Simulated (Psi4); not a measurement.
# CH3Cl2Si (SMILES [CH2][SiH](Cl)Cl) at UM06-2X/6-31G(d) (spherical functions)

Aim: the vertical doublet–quartet gap of CH3Cl2Si at UM06-2X/6-31G* (spherical functions), from 2 runs. 

The calculation is run with Psi4 1.11.

3 further runs of the same task are left out: 3 that didn't finish.

## 1. The structure to begin with

The species is CH3Cl2Si (7 atoms), meant as a doublet with charge 0. As SMILES, `[CH2][SiH](Cl)Cl`. The shape is that of a PBE0-D4/def2-TZVP optimisation. This is one conformer, not always the lowest.

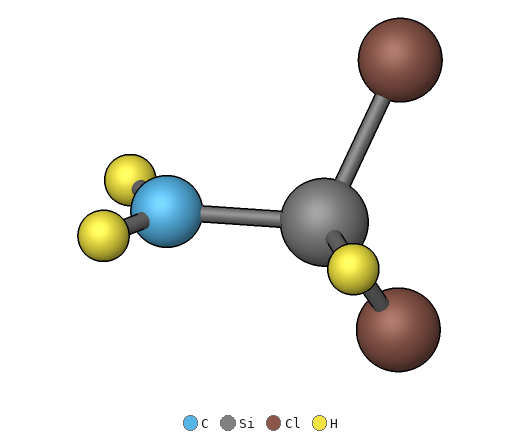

The structure, seen from a chosen angle (carbon blue, silicon grey, chlorine brown, hydrogen yellow).

## 2. The energy at UM06-2X/6-31G(d) (spherical functions)

File input.dat:

```
memory 2200 MB

molecule {
  0 2
  C     -1.30901329     1.68676954     0.37322091
  Si     0.88117929    -0.94391820    -0.00736993
  Cl     3.01184550    -0.44484153    -3.20176297
  Cl    -1.08470280    -4.25660810    -0.39533071
  H     -2.73575651     2.13009929    -1.03084560
  H     -1.26384883     2.91131207     2.01728264
  H      2.61632582    -1.21131445     2.15806723
  units bohr
  symmetry c1
  no_reorient
  no_com
}

set globals {
  reference uks
  puream true
  e_convergence 1e-09
  d_convergence 1e-08
  scf_type pk
  dft_radial_points 99
  dft_spherical_points 590
  maxiter 100
}

energy_value, wavefunction = energy('m06-2x/6-31G*', return_wfn=True)
oeprop(wavefunction, 'MAYER_INDICES', 'MULLIKEN_CHARGES', 'DIPOLE', title='M06-2X')
```

Command:

```
$ psi4 -n 1 input.dat output.dat
```

output.dat:

```text
[...]
  Running in c1 symmetry.
[...]
  Nuclear repulsion =  261.789143725078929
[...]
  Multiplicity = 2
[...]
  Nalpha       = 29
  Nbeta        = 28
[...]
    Number of basis functions: 74
[...]
   @UKS iter   1: -1249.62249644317831   -2.56987e-01   4.84526e-03 ADIIS/DIIS
[...]
   @UKS iter  12: -1249.70176050615942   -1.59162e-12   4.54091e-09 DIIS
[...]
   @S^2 Observed:                7.544585812E-01
[...]
    Orbital Energies [Eh]
    ---------------------
    Alpha Occupied:
       1A   -102.642663     2A   -102.642584     3A    -67.085404
       4A    -10.578927     5A     -9.809035     6A     -9.808947
       7A     -7.529382     8A     -7.529309     9A     -7.525101
      10A     -7.525017    11A     -7.524825    12A     -7.524740
      13A     -5.627146    14A     -3.936529    15A     -3.935060
      16A     -3.932970    17A     -0.949323    18A     -0.920203
      19A     -0.805618    20A     -0.609841    21A     -0.529872
      22A     -0.478775    23A     -0.474460    24A     -0.465054
      25A     -0.405504    26A     -0.401599    27A     -0.386653
      28A     -0.381972    29A     -0.318798
    Alpha Virtual:
[...]
  @UKS Final Energy: -1249.70176050615942
   => Energetics <=
    Nuclear Repulsion Energy =            261.7891437250789295
    One-Electron Energy =               -2246.5908959046910240
    Two-Electron Energy =                 774.9007344931202397
    DFT Exchange-Correlation Energy =     -39.8007428196676898
    Empirical Dispersion Energy =           0.0000000000000000
    VV10 Nonlocal Energy =                  0.0000000000000000
    Total Energy =                      -1249.7017605061594168
[...]
 Multipole Moments:
 ------------------------------------------------------------------------------------
     Multipole            Electronic (a.u.)      Nuclear  (a.u.)        Total (a.u.)
 ------------------------------------------------------------------------------------
 L = 1.  Multiply by 2.5417464519 to convert [e a0] to [Debye]
 Dipole X            :        -36.1469324           35.8605767           -0.2863557
 Dipole Y            :         79.9370770          -79.1887844            0.7482927
 Dipole Z            :         56.4677350          -55.8699418            0.5977931
 Magnitude           :                                                    0.9996490
[...]
  Mulliken Charges: (a.u.)
   Center  Symbol    Alpha    Beta     Spin     Total
       1     C     3.77491  2.72869  1.04622 -0.50360
       2    SI     6.71641  6.68713  0.02928  0.59646
       3    CL     8.62849  8.60927  0.01921 -0.23776
       4    CL     8.62817  8.60979  0.01838 -0.23796
       5     H     0.36638  0.42074 -0.05436  0.21287
       6     H     0.36854  0.42341 -0.05487  0.20806
       7     H     0.51710  0.52097 -0.00387 -0.03807
   Total alpha = 29.00000, Total beta = 28.00000, Total charge = -0.00000
  Mayer Bond Indices:
[...]
```

Run time: 76 s. Hardware: 1 thread of Intel Xeon Platinum 8259CL at 2.50GHz (Skylake/Cascade Lake), shared host; peak memory 1.1 GiB.

## 3. The quartet: energy and forces at UM06-2X/6-31G(d) (spherical functions)

File ch3cl2si.xyz:

```xyz
7
CH3Cl2Si
C     -0.692700     0.892600     0.197500
Si     0.466300    -0.499500    -0.003900
Cl     1.593800    -0.235400    -1.694300
Cl    -0.574000    -2.252500    -0.209200
H     -1.447700     1.127200    -0.545500
H     -0.668800     1.540600     1.067500
H      1.384500    -0.641000     1.142000
```

File ch3cl2si_ase.py:

```python
import numpy as np
from ase.calculators.psi4 import Psi4
from ase.io import read

a = read('ch3cl2si.xyz')
calc = Psi4(atoms=a, method='m06-2x', basis='6-31G*', memory='2200MB', num_threads=1, charge=0, multiplicity=4, label='psi4-calc', reference='uks')
calc.psi4.set_options({'puream': True, 'e_convergence': 1e-09, 'd_convergence': 1e-08, 'scf_type': 'pk', 'dft_radial_points': 99, 'dft_spherical_points': 590, 'maxiter': 100})
a.calc = calc

forces = a.get_forces()
print(f'energy: {a.get_potential_energy():.6f} eV')
print('forces / eV A^-1')
print(np.round(forces, 5))
```

Command:

```
$ python ch3cl2si_ase.py
```

psi4-calc.dat, cut to the lines that bear on the results:

```text
[...]
  Running in c1 symmetry.
[...]
  Nuclear repulsion =  261.789143782980091
[...]
  Multiplicity = 4
[...]
  Nalpha       = 30
  Nbeta        = 27
[...]
    Number of basis functions: 74
[...]
   @UKS iter   1: -1249.31437914593471    5.11307e-02   4.93621e-03 ADIIS/DIIS
[...]
   @UKS iter  33: -1249.40639030162788   -1.36424e-11   8.43681e-09 DIIS
[...]
   @S^2 Observed:                3.759464748E+00
[...]
  @UKS Final Energy: -1249.40639030162788
   => Energetics <=
    Nuclear Repulsion Energy =            261.7891437829800907
    One-Electron Energy =               -2246.2963396825821292
    Two-Electron Energy =                 774.8918775688126743
    DFT Exchange-Correlation Energy =     -39.7910719708387219
    Empirical Dispersion Energy =           0.0000000000000000
    VV10 Nonlocal Energy =                  0.0000000000000000
    Total Energy =                      -1249.4063903016278800
[...]
 Multipole Moments:
 ------------------------------------------------------------------------------------
     Multipole            Electronic (a.u.)      Nuclear  (a.u.)        Total (a.u.)
 ------------------------------------------------------------------------------------
 L = 1.  Multiply by 2.5417464519 to convert [e a0] to [Debye]
 Dipole X            :          1.5919040           -1.9619314           -0.3700275
 Dipole Y            :         -4.1987344            4.9504236            0.7516892
 Dipole Z            :         -3.2901896            3.8587550            0.5685654
 Magnitude           :                                                    1.0125333
[...]
  -Total Gradient:
     Atom            X                  Y                   Z
    ------   -----------------  -----------------  -----------------
       1        0.009958634248    -0.021198223795    -0.014661334503
       2       -0.007502685495    -0.005320977923    -0.005758652513
       3       -0.050287646128    -0.033352550790     0.048963365962
       4        0.051918976269     0.064072630859    -0.017426452162
       5       -0.000453558862     0.003500464856     0.003613607309
       6        0.000912300373    -0.002384846103    -0.001245471546
       7       -0.004513953180    -0.005344879602    -0.013457360057
[...]
```

Standard output:

```text
energy: -33998.079588 eV
forces / eV A^-1
[[-0.51209  1.09006  0.75392]
 [ 0.3858   0.27362  0.29612]
 [ 2.58589  1.71506 -2.5178 ]
 [-2.66978 -3.29475  0.8961 ]
 [ 0.02332 -0.18    -0.18582]
 [-0.04691  0.12263  0.06404]
 [ 0.23212  0.27484  0.69201]]
```

Run time: 3.7 min. Hardware: 1 thread of Intel Xeon Platinum 8259CL at 2.50GHz (Skylake/Cascade Lake), shared host; peak memory 1.1 GiB.

## 4. Results

At UM06-2X/6-31G* (spherical functions):

| quantity | value |
| --- | --- |
| doublet: total energy | -1249.70176 Eh |
| doublet: dipole moment | 2.54 D |
| doublet: HOMO energy (highest over α and β) | -8.67 eV |
| doublet: LUMO energy (lowest over α and β) | -1.91 eV |
| doublet: ⟨S²⟩ | 0.754 |
| quartet: total energy | -1249.40639 Eh |
| quartet: dipole moment | 2.57 D |
| quartet: HOMO energy (highest over α and β) | -2.30 eV |
| quartet: ⟨S²⟩ | 3.759 |
| quartet: largest force on an atom | 4.334 eV/Å |
| vertical energy of the quartet above the doublet | 8.037 eV |

At this shape the quartet lies 8.04 eV (775 kJ/mol) above the doublet. Mulliken charges (doublet) run from -0.50 on C1 to +0.60 on Si2; they depend strongly on the basis.
